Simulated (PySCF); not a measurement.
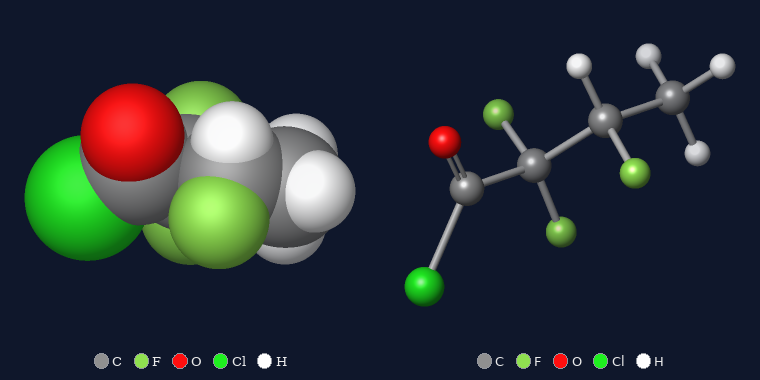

Both panels show the same species.

The geometry was computed by an optimisation with PBE0-D3(BJ)/def2-SVP. No frequency run is at hand to confirm it as a minimum.

Question: What is the molecular formula?

Answer: C₄H₄ClF₃O, 13 atoms: 4 carbon, 4 hydrogen, 1 chlorine, 3 fluorine and 1 oxygen.

Question: Describe its rings.

Answer: It has no ring.

Question: How many bonds of each kind are drawn?

Answer: 4 C–H, 3 C–C, 3 C–F, 1 C–O, 1 C–Cl.

Question: Give a SMILES string for it.

Answer: C[C@H](F)C(F)(F)C(=O)Cl

The parts below concern this one geometry. Atoms keep their numbers from picture to picture.

**Geometry**

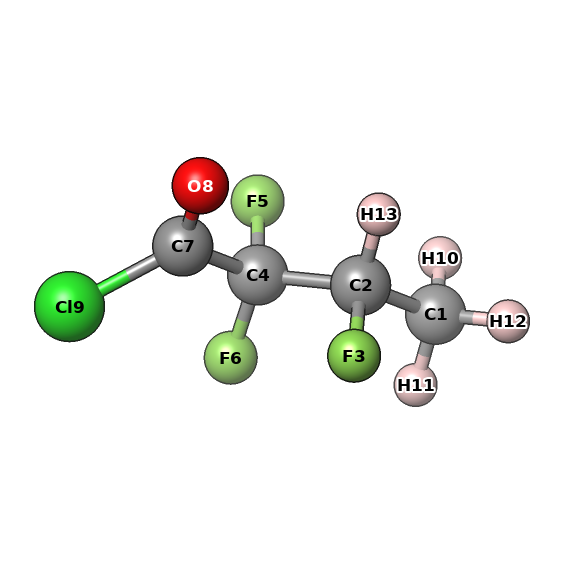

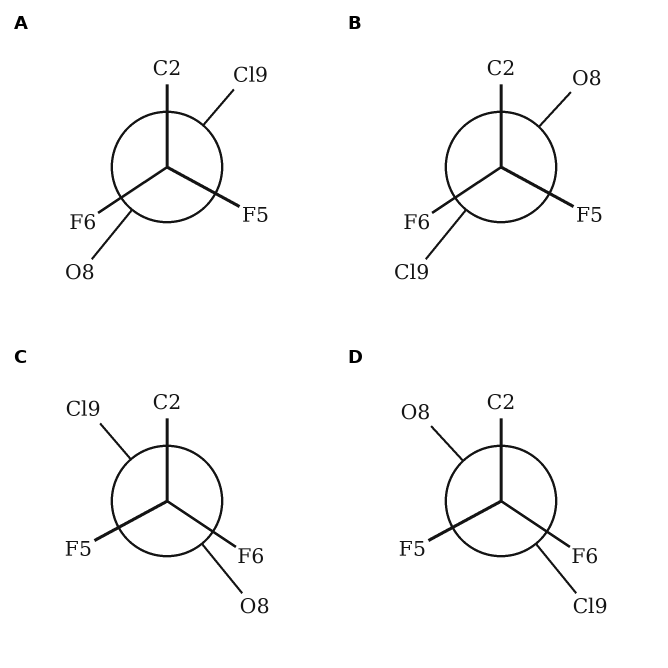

Atoms fade into the background with distance from the viewer. Bonds that would overlap in a projection are set slightly apart. No frequency run is at hand to confirm it as a minimum.

Question: Which Newman projection shows the view along C4–C7, with C4 in front?

Answer: B. The torsion angle F5–C4–C7–Cl9 is 102°, anticlinal.

**Electronic properties**

No frequency run is at hand to confirm it as a minimum. Properties computed with PBE0/pcSseg-1, gas phase (PySCF 2.14.0).

Question: Estimate the HOMO energy (Kohn–Sham orbital).

Answer: −9.09 eV.

Question: What is the LUMO energy (Kohn–Sham orbital)?

Answer: −1.99 eV.

Question: What is the dipole moment?

Answer: 2.27 D.

**Quadrupole coupling**

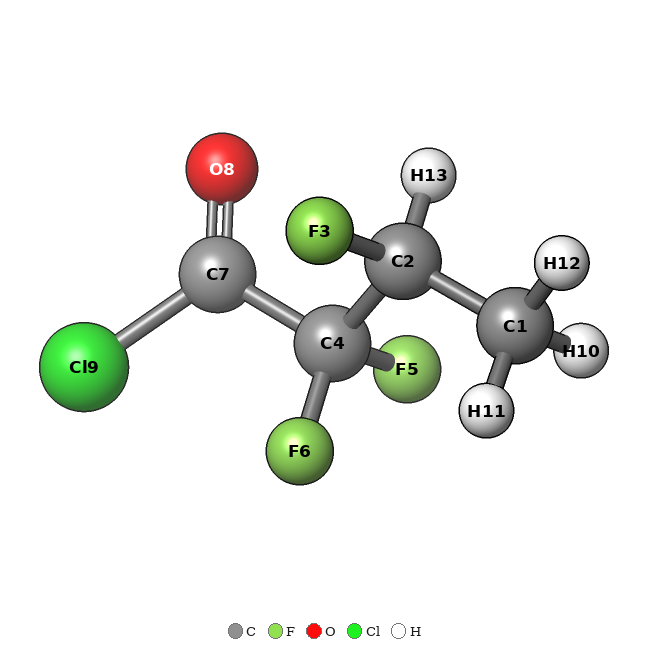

No frequency run is at hand to confirm it as a minimum. Electric field gradients from the ground-state density, PBE0/pcSseg-1 in benzene (IEF-PCM) (PySCF 2.14.0), non-relativistic apart from any core potentials.

Give the largest field-gradient component, the quadrupole coupling constant and the asymmetry for 17O at O8 (Q = −25.6 mb), 35Cl at Cl9 (Q = −81.7 mb), 2H at H10 (Q = 2.86 mb), 2H at H11 (Q = 2.86 mb), 2H at H12 (Q = 2.86 mb), 2H at H13 (Q = 2.86 mb).

```tsv
atom	V_zz (a.u.)	e²qQ/h (MHz)	η
O8	−1.650	9.92	0.54
Cl9	3.469	−66.6	0.35
H10	0.289	0.194	0.04
H11	0.289	0.194	0.04
H12	0.292	0.196	0.03
H13	0.264	0.177	0.06
```

**NMR shielding**

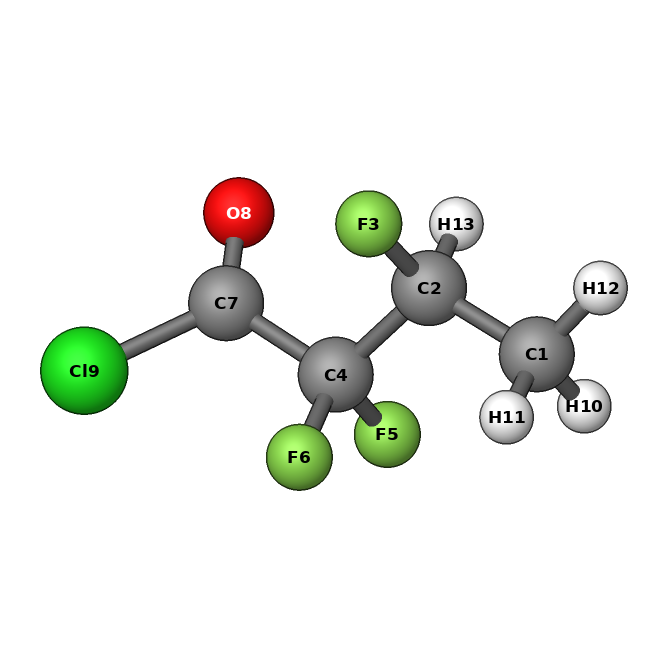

No frequency run is at hand to confirm it as a minimum. Method: GIAO PBE0/pcSseg-1 NMR shielding, non-relativistic, IEF-PCM benzene (PySCF 2.14.0). Principal shieldings σ11 ≤ σ22 ≤ σ33, span Ω = σ33 − σ11, skew κ = 3(σiso − σ22)/Ω.

Give the shielding tensors of the O atoms.

| atom | σ11 | σ22 | σ33 | σiso | Ω | κ |
| --- | --- | --- | --- | --- | --- | --- |
| O8 | −669.3 | −392.0 | 278.0 | −261.1 | 947.3 | 0.41 |

Shieldings and span in ppm.
